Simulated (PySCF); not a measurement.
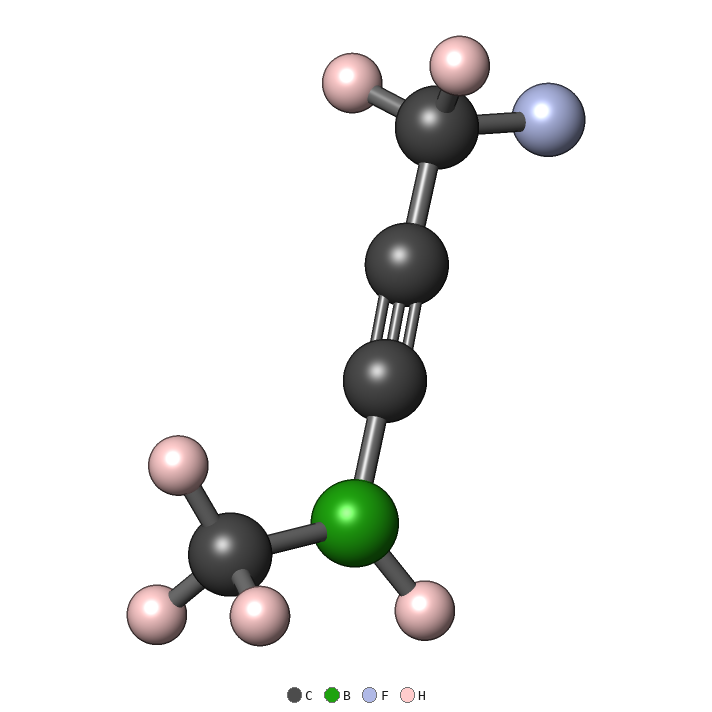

Source: calculation with PySCF.

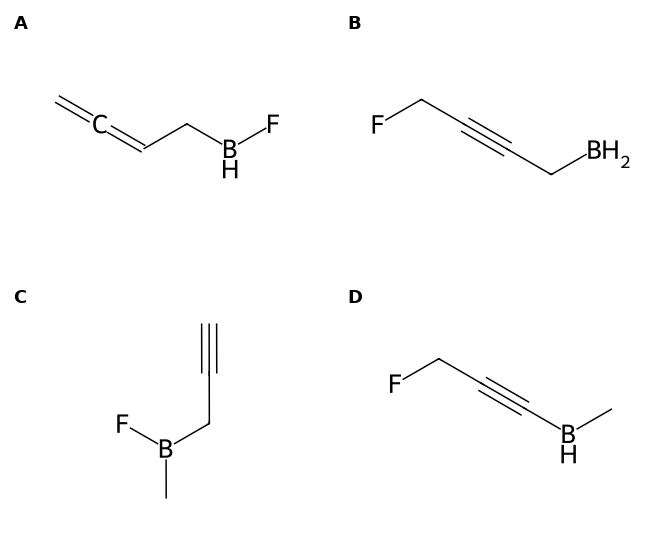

> The first picture shows one of the molecules drawn in the second. Which?

D, `CBC#CCF`.
